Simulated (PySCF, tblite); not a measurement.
**C4H9FSi: geometry, infrared bands and NMR shifts**

Wanted: the infrared bands and NMR shifts of C4H9FSi (`C=CC[Si@H](C)F`), by calculation.

Computed with tblite 0.8.0 and PySCF 2.14.0, with density-fitted response routines of our own, on a single molecule in the gas phase. Atoms are numbered from 0 throughout.

### Step 1. The starting structure

15 atoms, charge 0, multiplicity 1; geometry from: force field or distance geometry start.

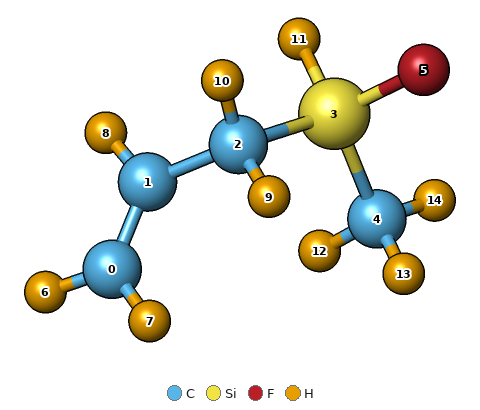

The starting geometry (carbon blue, silicon yellow, fluorine red, hydrogen amber), atoms numbered.

### Step 2. Relaxing the molecule with GFN2-xTB

Job settings and geometry (Å):

```
{"job": {"kind": "relax", "xc": "GFN2-xTB", "basis": "xTB"}, "charge": 0, "multiplicity": 1}
C      2.164300     1.096700     0.274800
C      1.601600    -0.089000     0.003100
C      0.483800    -0.696200     0.809600
Si    -1.116500    -0.969500    -0.162700
C     -1.869900     0.605800    -0.732900
F     -2.168900    -1.691900     0.828900
H      2.983600     1.476900    -0.324500
H      1.810000     1.732000     1.093100
H      2.019700    -0.691300    -0.803100
H      0.238300    -0.065100     1.678800
H      0.810800    -1.657700     1.203300
H     -0.866500    -1.886900    -1.303400
H     -1.208000     1.131300    -1.423900
H     -2.069400     1.279900     0.095100
H     -2.817300     0.432900    -1.258100
```

Started as:

```
$ OMP_NUM_THREADS=1 python probes_run.py task.json out
```

One launch serves the whole session: the jobs run in the order shown.

The log of the run:

```text
step      E/eV     max force
  0    -534.21808    1.401
  1    -534.26935    0.687
  2    -534.28341    0.371
  3    -534.29106    0.260
  4    -534.29934    0.187
  5    -534.30363    0.177
  6    -534.30921    0.170
  7    -534.31213    0.149
  8    -534.31415    0.096
  9    -534.31528    0.073
 10    -534.31605    0.062
 11    -534.31656    0.060
 12    -534.31693    0.058
 13    -534.31718    0.036
 14    -534.31733    0.033
 15    -534.31742    0.028
 16    -534.31748    0.022
 17    -534.31753    0.023
 18    -534.31760    0.026
 19    -534.31766    0.022
 20    -534.31772    0.021
 21    -534.31779    0.021
 22    -534.31786    0.030
 23    -534.31793    0.024
 24    -534.31799    0.018
 25    -534.31805    0.021
 26    -534.31813    0.036
 27    -534.31822    0.046
 28    -534.31833    0.039
 29    -534.31845    0.031
 30    -534.31857    0.036
 31    -534.31872    0.040
 32    -534.31886    0.040
 33    -534.31897    0.027
 34    -534.31908    0.031
 35    -534.31922    0.039
 36    -534.31939    0.047
 37    -534.31956    0.037
 38    -534.31968    0.025
 39    -534.31979    0.027
 40    -534.31993    0.051
 41    -534.32011    0.060
 42    -534.32027    0.043
 43    -534.32036    0.022
 44    -534.32043    0.022
 45    -534.32054    0.039
 46    -534.32070    0.053
 47    -534.32088    0.041
 48    -534.32101    0.032
 49    -534.32111    0.026
 50    -534.32122    0.041
 51    -534.32134    0.045
 52    -534.32143    0.027
 53    -534.32149    0.016
 54    -534.32154    0.021
 55    -534.32160    0.034
 56    -534.32167    0.033
 57    -534.32172    0.019
 58    -534.32176    0.015
 59    -534.32178    0.017
 60    -534.32181    0.018
 61    -534.32183    0.008
```

It took 0.33 s on 1 thread of Arm Neoverse V1, shared host.

The steps of the relaxation: (not every step is listed)

```
step  energy from step 0 (eV)  largest force (eV/Å)
   0                   0.0000                1.4007
   1                  -0.0513                0.6873
   2                  -0.0653                0.3711
   3                  -0.0730                0.2603
   4                  -0.0813                0.1865
   5                  -0.0856                0.1769
   6                  -0.0911                0.1696
   7                  -0.0941                0.1486
   8                  -0.0961                0.0956
  12                  -0.0988                0.0581
  16                  -0.0994                0.0221
  20                  -0.0996                0.0209
  24                  -0.0999                0.0185
  28                  -0.1002                0.0391
  32                  -0.1008                0.0401
  36                  -0.1013                0.0469
  40                  -0.1019                0.0507
  44                  -0.1024                0.0223
  48                  -0.1029                0.0320
  52                  -0.1033                0.0266
  56                  -0.1036                0.0329
  57                  -0.1036                0.0193
  58                  -0.1037                0.0148
  59                  -0.1037                0.0168
  60                  -0.1037                0.0178
  61                  -0.1037                0.0085
```

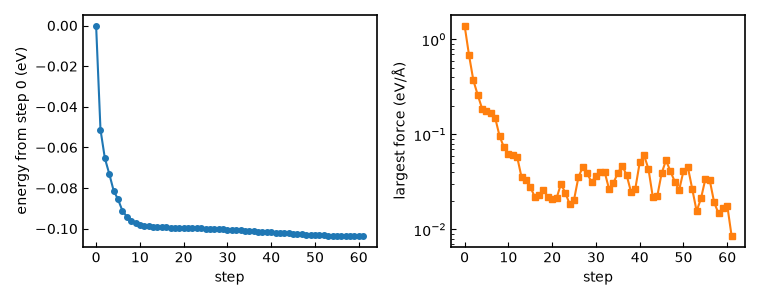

Energy and force, step by step.

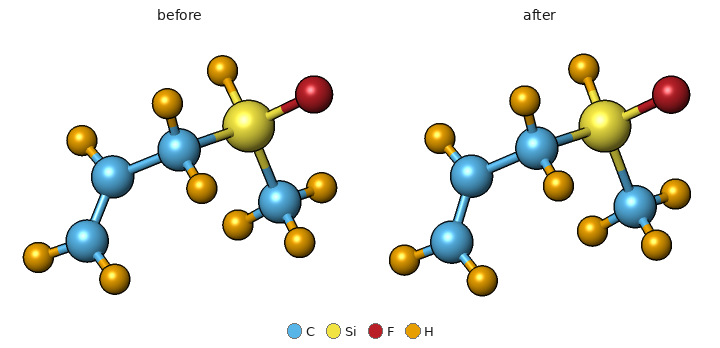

The geometry before (left) and after (right).

Distances of close pairs at the start and the end, largest changes first:

```
   bond  before (Å)  after (Å)  change (Å)
 Si3–C4       1.837      1.891      +0.054
Si3–H11       1.485      1.459      -0.026
  C0–C1       1.340      1.321      -0.020
  C1–C2       1.506      1.489      -0.017
  C0–H7       1.095      1.078      -0.017
 C2–Si3       1.892      1.907      +0.014
 C4–H14       1.097      1.086      -0.011
  C2–H9       1.102      1.092      -0.010
```

The final coordinates are the input of the step that follows.

### Step 3. Infrared spectrum with GFN2-xTB

Job settings and geometry (Å):

```
{"job": {"kind": "ir", "xc": "GFN2-xTB", "basis": "xTB"}, "charge": 0, "multiplicity": 1}
C      2.032237     1.113704     0.204021
C      1.613213    -0.130205     0.059254
C      0.514093    -0.753402     0.846913
Si    -1.070585    -0.983553    -0.187999
C     -1.799914     0.676063    -0.727000
F     -2.142704    -1.702536     0.794779
H      2.821776     1.525938    -0.400837
H      1.602635     1.772845     0.940880
H      2.062419    -0.768235    -0.690731
H      0.292384    -0.138680     1.721311
H      0.838346    -1.730646     1.209457
H     -0.909767    -1.938054    -1.279339
H     -1.111699     1.220841    -1.365772
H     -2.021096     1.306024     0.131005
H     -2.725751     0.537886    -1.277851
```

The log of the run:

```text
mode    cm-1     km/mol
  1      38.7      1.47
  2      63.7      0.35
  3      94.2      0.09
  4     138.7      2.99
  5     186.8     11.96
  6     214.8     13.51
  7     266.7     10.30
  8     409.5      4.91
  9     583.9      6.71
 10     619.6    101.69
 11     653.0     88.03
 12     704.6     32.41
 13     770.5     17.14
 14     780.9     36.41
 15     820.4    141.58
 16     838.1    190.63
 17     846.4    248.45
 18     885.0      6.91
 19     956.9     19.64
 20    1021.7      7.71
 21    1053.5     28.27
 22    1181.3     35.68
 23    1212.3     30.64
 24    1299.5      8.66
 25    1376.5     20.65
 26    1414.4      8.83
 27    1459.5      3.15
 28    1475.4      0.70
 29    1478.8      0.86
 30    1713.9     33.05
 31    2290.6    284.86
 32    2968.9     36.09
 33    2978.8     22.33
 34    3031.0     19.19
 35    3043.6     20.33
 36    3051.6     16.93
 37    3053.2     49.45
 38    3097.1     25.05
 39    3123.6     59.53
```

Wall time 0.42 s (1 thread of Arm Neoverse V1, shared host).

The strongest bands and the atoms that carry them (share of the mass-weighted mode):

```
cm⁻¹  km/mol                                  atoms
 620   101.7                               H11 80 %
 653    88.0                               H11 80 %
 820   141.6  Si3 21 %, H13 16 %, C4 14 %, H10 14 %
 838   190.6  H13 24 %, Si3 18 %, H14 18 %, C4 15 %
 846   248.4  H12 25 %, H14 23 %, Si3 22 %, C4 13 %
2291   284.9                               H11 97 %
3053    49.5                                H8 90 %
3124    59.5                       H6 66 %, H7 23 %
```

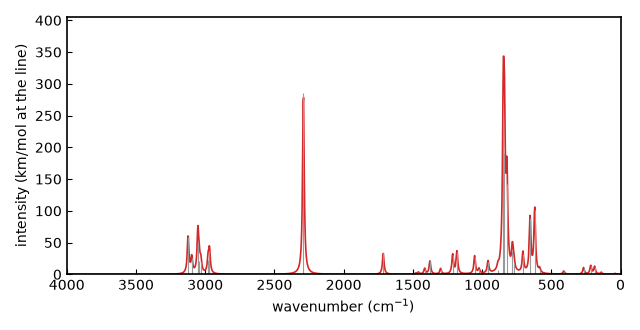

The infrared spectrum from these modes, unscaled. Lines are broadened to a width of 14 cm⁻¹ (Lorentzian).

### Step 4. Shielding tensors: PBE0/pcSseg-1

Same as in step 3 but for these lines:

```diff
@@ -1,2 +1,2 @@
-{"job": {"kind": "ir", "xc": "GFN2-xTB", "basis": "xTB"}, "charge": 0, "multiplicity": 1}
+{"job": {"kind": "nmr", "xc": "PBE0", "basis": "pcSseg-1"}, "charge": 0, "multiplicity": 1}
 C      2.032237     1.113704     0.204021
```

Level: GIAO PBE0/pcSseg-1 NMR shielding, non-relativistic, gas phase.

The log of the run:

```text
coarse grid: 12640 points
cycle   1  E = -546.6506195445  dE =  3.897e-01  |g| = 6.599e-01  |ddm| = 3.325e+00
cycle   2  E = -546.6015069707  dE =  4.911e-02  |g| = 8.874e-01  |ddm| = 1.170e+00
cycle   3  E = -546.7365016413  dE = -1.350e-01  |g| = 9.149e-02  |ddm| = 6.981e-01
cycle   4  E = -546.7380301267  dE = -1.528e-03  |g| = 2.561e-02  |ddm| = 8.326e-02
cycle   5  E = -546.7381670671  dE = -1.369e-04  |g| = 6.642e-03  |ddm| = 2.542e-02
cycle   6  E = -546.7381758773  dE = -8.810e-06  |g| = 2.956e-03  |ddm| = 6.798e-03
final grid: 116712 points
cycle   7  E = -546.7790373607  dE = -2.194e-05  |g| = 8.758e-03  |ddm| = 2.015e-02
cycle   8  E = -546.7790161957  dE =  2.117e-05  |g| = 1.256e-02  |ddm| = 1.677e-02
cycle   9  E = -546.7790567788  dE = -4.058e-05  |g| = 1.736e-03  |ddm| = 1.029e-02
cycle  10  E = -546.7790575081  dE = -7.293e-07  |g| = 1.726e-04  |ddm| = 1.327e-03
cycle  11  E = -546.7790575151  dE = -7.006e-09  |g| = 4.048e-05  |ddm| = 2.218e-04
cycle  12  E = -546.7790575155  dE = -3.745e-10  |g| = 1.048e-05  |ddm| = 5.245e-05
converged SCF energy = -546.7790575155

GIAO shielding tensors (ppm)
atom      isotropic    diamagn.    paramagn.     s11        s22        s33       span
  0 C       65.107     254.960    -189.853    -48.002     86.516    156.808    204.810
  1 C       47.423     258.529    -211.107    -74.232     50.409    166.091    240.322
  2 C      156.921     254.497     -97.577    132.405    156.863    181.494     49.089
  3 Si     328.783     878.052    -549.270    281.379    339.044    365.926     84.547
  4 C      189.435     255.708     -66.274    181.916    190.487    195.900     13.984
  5 F      375.138     467.789     -92.651    360.770    380.341    384.304     23.534
  6 H       26.507      29.795      -3.288     23.412     25.695     30.414      7.003
  7 H       26.322      32.538      -6.216     22.670     25.964     30.331      7.660
  8 H       25.759      32.128      -6.369     23.564     25.378     28.335      4.771
  9 H       29.702      33.213      -3.511     26.925     28.886     33.295      6.370
 10 H       29.518      30.528      -1.010     25.680     28.045     34.830      9.150
 11 H       26.464      29.662      -3.198     23.608     24.540     31.244      7.636
 12 H       31.528      32.874      -1.347     26.557     30.094     37.932     11.375
 13 H       31.434      32.000      -0.566     27.439     29.065     37.799     10.360
 14 H       31.278      28.900       2.379     27.016     28.052     38.767     11.751
```

Wall time 21 s (1 thread of Arm Neoverse V1, shared host); peak memory 0.72 GiB.

Shifts follow as δ = σ(reference) − σ, with reference shieldings (ppm) from runs at the same level and on the same kind of geometry: 1H TMS 31.72, 13C TMS 186.9, 29Si TMS 349.2, 19F CFCl3 170.9. The references are single molecules in the gas phase, so shifts against H2O, NH3, PH3, H3PO4 or CFCl3 are not on the usual liquid scales and can be off by tens of ppm. Atoms listed in one row are averaged.

```
        atoms                                  environment  σ (ppm)  δ (ppm)  δ scaled to CDCl3
           C1                                    alkene CH     47.4    139.5              134.2
           C0                         terminal =CH2 carbon     65.1    121.8              117.0
           C2                 allylic sp3 CH2 bonded to Si    156.9     30.0               27.4
           C4                   methyl carbon bonded to Si    189.4     -2.5               -4.4
           H8                     hydrogen on an alkene CH    25.76     5.96               5.72
           H7           hydrogen on a terminal =CH2 carbon    26.32     5.40               5.19
          H11       hydrogen on a silicon bonded to 2 C, F    26.46     5.25                  –
           H6           hydrogen on a terminal =CH2 carbon    26.51     5.21               5.02
          H10  hydrogen on an allylic sp3 CH2 bonded to Si    29.52     2.20               2.18
           H9  hydrogen on an allylic sp3 CH2 bonded to Si    29.70     2.02               2.01
H12, H13, H14     hydrogen on a methyl carbon bonded to Si    31.41     0.30               0.39
          Si3                  silicon bonded to 2 C, F, H    328.8     20.4                  –
           F5                        fluorine bonded to Si    375.1   -204.2                  –
```

The scaled column applies a straight-line fit of computed shieldings to shifts measured in CDCl3, and one for carbons that bear F (root-mean-square error 0.16 ppm for H, 1.9 ppm for C).

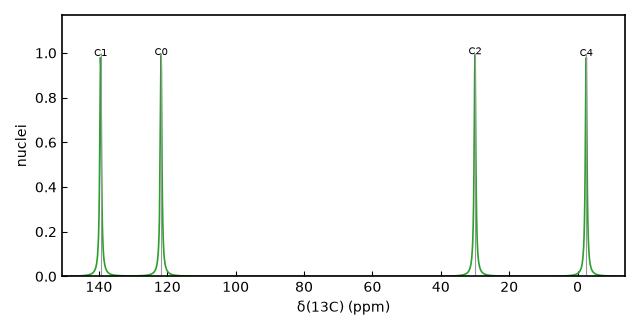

13C lines at the computed shifts, without couplings. Lines are broadened to a width of 0.57 ppm (Lorentzian).

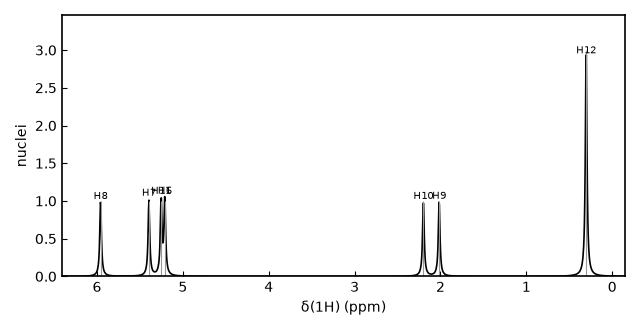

1H lines at the computed shifts, without couplings. Lines are broadened to a width of 0.02 ppm (Lorentzian).

Charges from the same density, by scheme (e):

```
atoms  Mulliken    IAO  Hirshfeld  ESP fit
   C0     -0.15  -0.34      -0.11    -0.56
   C1     -0.27  -0.13      -0.04     0.07
   C2     -0.49  -0.57      -0.16    -0.54
  Si3      1.04   1.23       0.46     0.89
   C4     -0.65  -0.75      -0.22    -0.66
   F5     -0.43  -0.54      -0.22    -0.37
```

IAO charges:

C0 -0.34; C1 -0.13; C2 -0.57; Si3 1.23; C4 -0.75; F5 -0.54; H6 0.15; H7 0.14; H8 0.14; H9 0.15; H10 0.16; H11 -0.15; H12 0.17; H13 0.16; H14 0.16

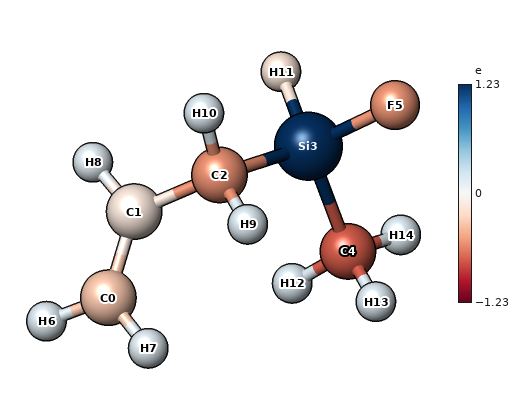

IAO charges, as colours on the atoms.

Mayer bond orders: C0–C1 1.97, C1–C2 1.03, C2–Si3 0.88, Si3–C4 0.95, Si3–F5 0.91.

The fields below are evaluated on a grid from the run's orbitals.

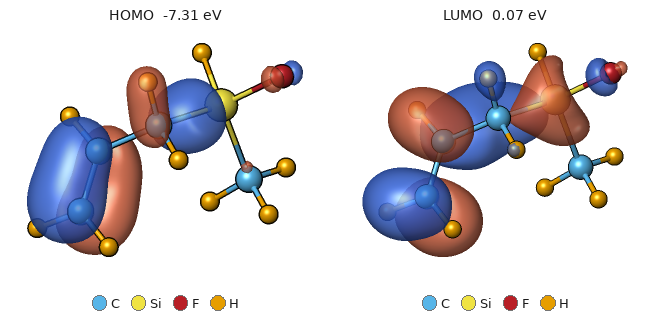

PBE0/pcSseg-1 orbitals near the gap, drawn at the value that encloses 70 % of each; the two colours are the two signs.

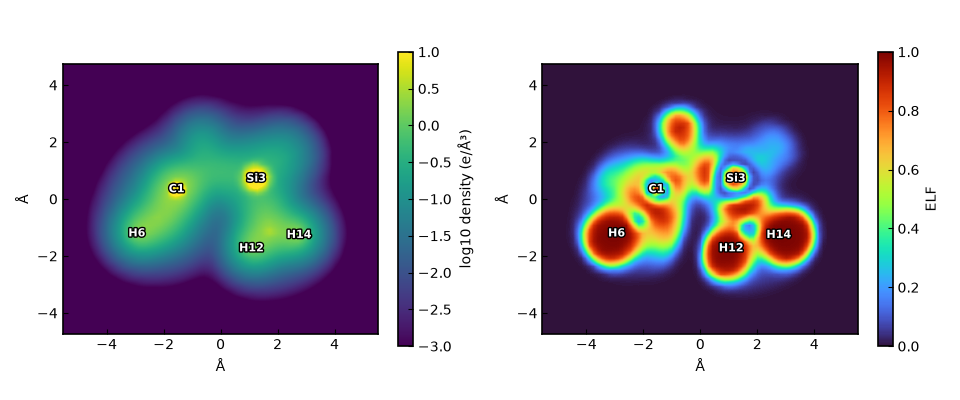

Density (left) and ELF (right) in a plane through or near 5 of the atoms.

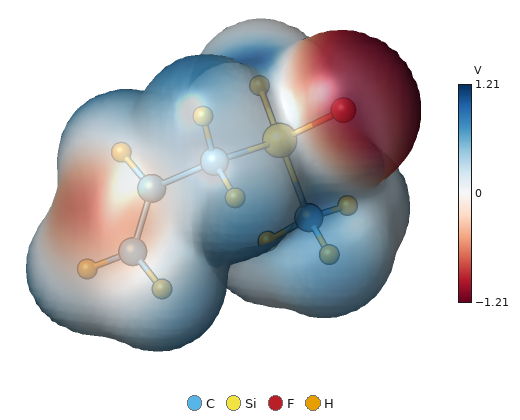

Electrostatic potential on the surface of density 0.002 e/bohr³; red is low, blue high. It runs from -1.21 V near F5 to 1.00 V near H11.

### Step 5. Results

| quantity | value |
| --- | --- |
| strongest single infrared mode (GFN2-xTB) | 2291 cm⁻¹, 285 km/mol |
| zero-point energy (GFN2-xTB) | 73.2 kcal/mol |
| 13C shifts against TMS (PBE0/pcSseg-1) | 139.5, 121.8, 30.0, -2.5 ppm |
| 1H shifts against TMS (PBE0/pcSseg-1, means over atoms taken as alike) | 5.96, 5.40, 5.25, 5.21, 2.20, 2.02, 0.30 ppm |
| 29Si shifts against TMS (PBE0/pcSseg-1) | 20.4 ppm |
| 19F shifts against CFCl3 (PBE0/pcSseg-1) | -204.2 ppm |
| surface potential, least and greatest | -1.21 V and 1.00 V |

Relaxing lowered the energy by 0.104 eV in 61 steps; the close pair that moved most is Si3–C4, from 1.837 to 1.891 Å. All 39 modes are real, so the xTB geometry is a minimum. The strongest single mode, at 2291 cm⁻¹, moves mainly H11. GFN2-xTB is a fitted tight-binding method: band positions and strengths are rough. Its intensities can rank the bands wrongly. The most deshielded carbon is C1 (alkene CH), at 139.5 ppm: as expected for a trigonal carbon in a double bond. The most deshielded hydrogen is H8 (hydrogen on an alkene CH), at 5.96 ppm: a vinylic proton, deshielded by the sp2 carbon and the C=C anisotropy. At PBE0/pcSseg-1: Shielding is most anisotropic at C1 (span 240 ppm, paramagnetic term -211 ppm).
